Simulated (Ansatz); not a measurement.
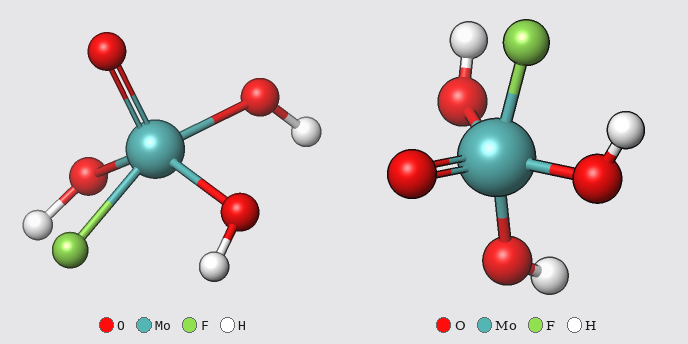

Two views of one molecule.

The species is neutral and a spin singlet.

Identify the structure.

It has 9 atoms: 1 fluorine, 3 hydrogen, 1 molybdenum and 4 oxygen (FH3MoO4). As SMILES it reads `[O]=[Mo]([OH])([OH])([OH])[F]`. The point group is Cs. Coordination, clear cases only: 3 O bent.

More results for the same structure follow; atom numbers are the same in all pictures, views and colours differ. The computed structure is the end point of a PBE0-D4/def2-TZVP optimisation.

**Geometry**

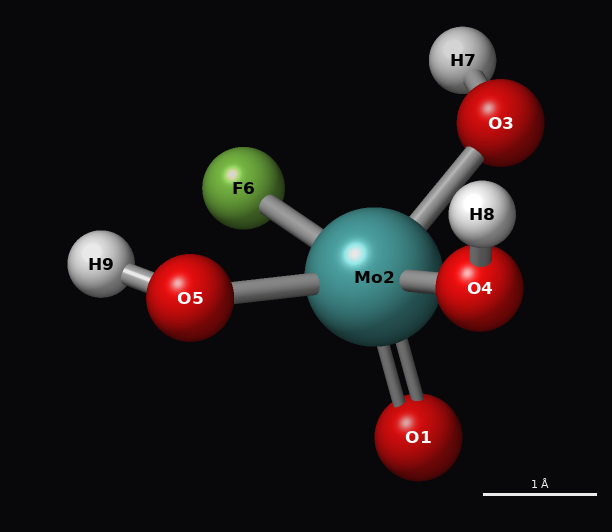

Numbered structure.

Estimate the angles O1–Mo2–O4, O1–Mo2–O3, O1–Mo2–F6, O3–Mo2–O5, O3–Mo2–O4, O4–Mo2–F6, O3–Mo2–F6, Mo2–O4–H8, Mo2–O3–H7.

```json
{"angle": "O1–Mo2–O4", "degrees": "102.7"}
{"angle": "O1–Mo2–O3", "degrees": "109.7"}
{"angle": "O1–Mo2–F6", "degrees": "101.5"}
{"angle": "O3–Mo2–O5", "degrees": "138.9"}
{"angle": "O3–Mo2–O4", "degrees": "91.3"}
{"angle": "O4–Mo2–F6", "degrees": "155.8"}
{"angle": "O3–Mo2–F6", "degrees": "80.6"}
{"angle": "Mo2–O4–H8", "degrees": "127.4"}
{"angle": "Mo2–O3–H7", "degrees": "117.2"}
```

**Vibrations**

Harmonic vibrations computed with RKS PBE0-D4/def2-TZVP, core potentials on Mo (Ansatz 0.2.0) at a stationary point of the same level.

Question: How many vibrational modes are there, and where do they lie?

Answer: 21 modes: 93, 102, 239, 253, 279, 302, 341, 361, 425, 467, 546, 588, 674, 698, 758, 760, 835, 1093, 3869, 3871, 3884 cm⁻¹.

**Thermal motion**

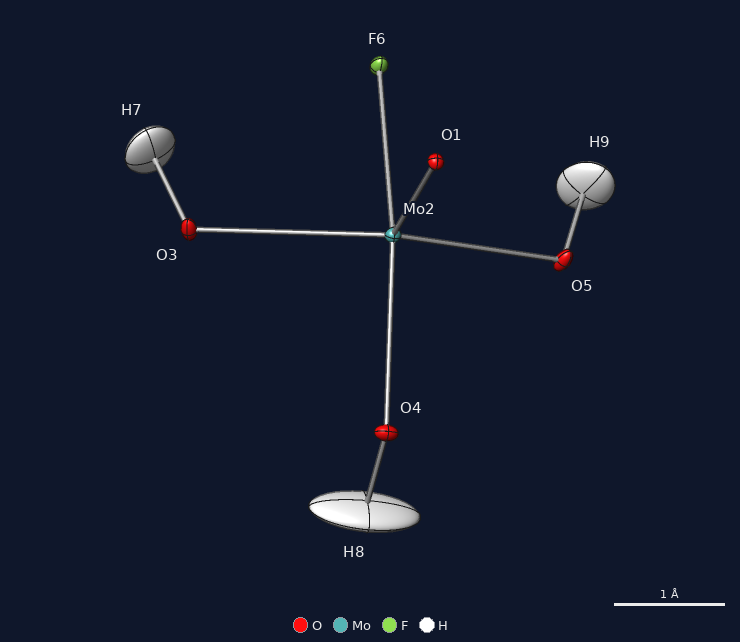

Displacement ellipsoids at the 50 % level, from the internal vibrations of the free molecule (harmonic, no overall translation or rotation; no half-axis is drawn under 0.075 Å). Vibrations computed with RKS PBE0-D4/def2-TZVP, core potentials on Mo (Ansatz 0.2.0). Temperature: 100 K.

Question: Which atom moves most?

Answer: H8, with U_eq = 0.0515 Å².

Question: Does H8 move more along its bond or across it?

Answer: Across it: the root-mean-square amplitude is 0.082 Å along the bond and up to 0.338 Å across, since bending and torsion are softer than stretching.

Give the displacement parameters, one line for each set of equivalent atoms.

| atom | U_eq (Å²) | rms amplitudes (Å) |
| --- | --- | --- |
| O1 | 0.0021 | 0.033, 0.050, 0.053 |
| Mo2 | 0.00026 | 0.014, 0.015, 0.019 |
| O3, O5 | 0.0037 | 0.039, 0.048, 0.086 |
| O4 | 0.0035 | 0.038, 0.060, 0.074 |
| F6 | 0.0034 | 0.038, 0.053, 0.077 |
| H7, H9 | 0.0263 | 0.078, 0.162, 0.216 |
| H8 | 0.0515 | 0.080, 0.184, 0.338 |

**Levels of theory compared**

Program: Ansatz 0.2.0.

Compare HOMO–LUMO gap (eV), dipole (D), HOMO energy (eV) at these levels: B3LYP-D4/def2-TZVPP; PBE-D4/def2-TZVPP; r2SCAN-D4/def2-TZVPP; ωB97M-V/def2-TZVPP.

```
               level  HOMO–LUMO gap (eV)  dipole (D)  HOMO energy (eV)
 B3LYP-D4/def2-TZVPP                5.46        3.03             −9.30
   PBE-D4/def2-TZVPP                3.57        2.99             −7.82
r2SCAN-D4/def2-TZVPP                3.95        3.06             −8.24
  ωB97M-V/def2-TZVPP               10.56        2.95            −11.99
```
